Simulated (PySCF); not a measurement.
# quartet CH3BBr: levels of theory compared

Wanted: a comparison of 6 runs (UHF/STO-3G, UHF/3-21G, U-wB97M-V/aug-cc-pVDZ, U-wB97X/aug-cc-pVDZ, UCAM-B3LYP/aug-cc-pVDZ, USCS-MP2/aug-cc-pVDZ) of quartet CH3BBr. Input form: a Python script.

The results are computed with PySCF 2.14.0.

3 further runs of the same task are left out: 3 set aside as unsound or not needed.

### 1 The system as given

The species is CH3BBr (6 atoms), meant as a quartet with charge 0. As SMILES of the parent species, `C[B]Br`. The coordinates come from a PBE0-D4/def2-TZVP relaxation. That shape belongs to the parent species and isn't relaxed for this state.

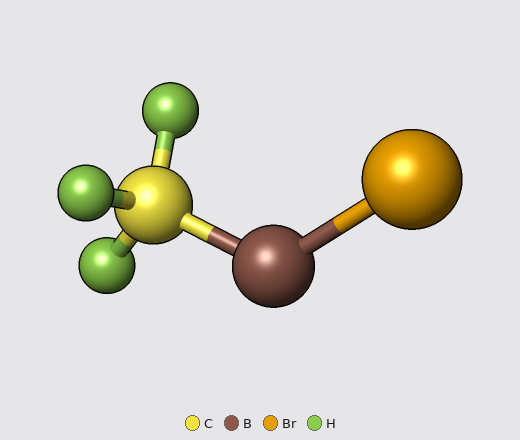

The structure, seen from a chosen angle (carbon yellow, boron brown, bromine amber, hydrogen green).

### 2 The energy at UHF/STO-3G (run 1)

Input file job.py:

```python
from pyscf import gto

mol = gto.M(
    atom='''
C     -0.605468     0.637405    -0.587705
B      0.297821    -1.995929     0.272499
Br     3.055309    -2.682088     2.434912
H     -1.939615     1.299565     0.860959
H      0.916517     2.033345    -0.698821
H     -1.644629     0.586571    -2.368961
''',
    unit='bohr',
    basis='sto-3g',
    verbose=3,
    charge=0,
    max_memory=1860,
    spin=3,
)

mf = mol.UHF()
mf.conv_tol = 1e-10
mf.kernel()
if not mf.converged:
    mf = mf.newton().run(mf.mo_coeff, mf.mo_occ)

e_tot = mf.e_tot
print('Final energy', e_tot)
```

The run is started by

```console
$ OMP_NUM_THREADS=1 python job.py
```

Output:

```text
WARN: HOMO 0.0503276383782774 >= LUMO -0.480243745100573

SCF not converged.
SCF energy = -2607.90979851173 after 50 cycles  <S^2> = 3.7555295  2S+1 = 4.0027638
converged SCF energy = -2607.94696874859  <S^2> = 3.7554307  2S+1 = 4.0027144
Final energy -2607.946968748593
```

It took 0.72 s on 1 thread of AMD EPYC 9R45 (Zen 5), shared host; peak memory 0.12 GiB.

### 3 A single-point energy at UHF/3-21G (run 2)

Input file input.py:

```python
from pyscf import gto

mol = gto.Mole()
mol.atom = '''
C   -0.320400   0.337300  -0.311000
B    0.157600  -1.056200   0.144200
Br   1.616800  -1.419300   1.288500
H   -1.026400   0.687700   0.455600
H    0.485000   1.076000  -0.369800
H   -0.870300   0.310400  -1.253600
'''
mol.max_memory = 1860
mol.basis = '3-21g'
mol.spin = 3
mol.verbose = 4
mol.charge = 0
mol.build()

calc0 = mol.UHF()
calc0.conv_tol = 1e-10
calc0.kernel()
if not calc0.converged:
    calc0 = calc0.newton().run(calc0.mo_coeff, calc0.mo_occ)

e_tot = calc0.e_tot
print('Final energy', e_tot)
```

The run is started by

```console
$ OMP_NUM_THREADS=1 python input.py
```

Output:

```text
PySCF version 2.14.0

[... 41 lines left out ...]
WARN: HOMO 0.0324080659981565 >= LUMO -0.401996098285931
[... 74 lines left out ...]
converged SCF energy = -2623.77294101081  <S^2> = 3.7563561  2S+1 = 4.0031768
Final energy -2623.7729410108145
```

Run time: 0.64 s. Hardware: 1 thread of AMD EPYC 9R45 (Zen 5), shared host; peak memory 0.12 GiB.

Runs 3 to 5 aren't shown in full; the table further down has their settings and results.

### 4 The energy at USCS-MP2/aug-cc-pVDZ (run 6)

Input file calc.py:

```python
from pyscf import gto, mp

molecule = gto.M(
    atom='''
C   -0.320400   0.337300  -0.311000
B    0.157600  -1.056200   0.144200
Br   1.616800  -1.419300   1.288500
H   -1.026400   0.687700   0.455600
H    0.485000   1.076000  -0.369800
H   -0.870300   0.310400  -1.253600
''',
    basis='aug-cc-pvdz',
    verbose=3,
    charge=0,
    spin=3,
    max_memory=1860,
)

myscf = molecule.UHF()
myscf.conv_tol = 1e-10
myscf.kernel()
if not myscf.converged:
    myscf = myscf.newton().run(myscf.mo_coeff, myscf.mo_occ)

pt = mp.MP2(myscf, frozen=11).run()
e_tot = myscf.e_tot + 1.2 * pt.e_corr_os + pt.e_corr_ss / 3
print(f'total energy: {e_tot:.8f} hartree')
```

The run is started by

```console
$ OMP_NUM_THREADS=1 python calc.py
```

Output:

```text
WARN: HOMO 0.0301470329796376 >= LUMO -0.382932023973282

converged SCF energy = -2636.48618951256  <S^2> = 3.7644781  2S+1 = 4.0072325
E(UMP2) = -2636.81567426744  E_corr = -0.329484754876099
E(SCS-UMP2) = -2636.80631723432  E_corr = -0.320127721758253
total energy: -2636.80631723 hartree
```

It took 7.5 s on 1 thread of AMD EPYC 9R45 (Zen 5), shared host; peak memory 0.33 GiB.

### 5 The series

```tsv
run	level	integration grid	nlc grid	energy (Eh)	dipole moment (D) of the reference	HOMO energy (eV)	LUMO energy (eV)	wall time
1	UHF/STO-3G	–	–	-2607.946969	3.94	-3.50	-0.21	0.72 s
2	UHF/3-21G	–	–	-2623.772941	3.54	-6.12	-2.93	0.64 s
3	U-wB97M-V/aug-cc-pVDZ	5	1	-2638.461689	2.61	-5.36	-5.35	2.3 min
4	U-wB97X/aug-cc-pVDZ	5	–	-2638.659838	2.54	-5.63	-5.39	60 s
5	UCAM-B3LYP/aug-cc-pVDZ	5	–	-2638.731738	2.31	-4.73	–	51 s
6	USCS-MP2/aug-cc-pVDZ	–	–	-2636.806317	3.17	-6.31	-2.95	7.5 s
```

### 6 Outcome

| quantity | value |
| --- | --- |
| run 6: total energy | -2636.80632 Eh |
| run 6: dipole moment (Hartree–Fock density) | 3.17 D |
| run 6: HOMO energy (Hartree–Fock orbitals) (highest over α and β) | -6.31 eV |
| run 6: LUMO energy (Hartree–Fock orbitals) (lowest over α and β) | -2.95 eV |
| run 6: correlation energy (11 core orbitals frozen) | -320.1 mEh |
| run 6: ⟨S²⟩ of the reference determinant | 3.764 |

**Reading.** Over runs 1, 2, 3, 4, 5 the dipole moment (its size) runs from 2.31 D (UCAM-B3LYP/aug-cc-pVDZ) to 3.94 D (UHF/STO-3G). The two ends differ in method and basis. Totals of different functionals can't be ranked against each other. In run 1 the basis is minimal, so the values are rough. All runs together took 4.3 min, the longest 2.3 min.
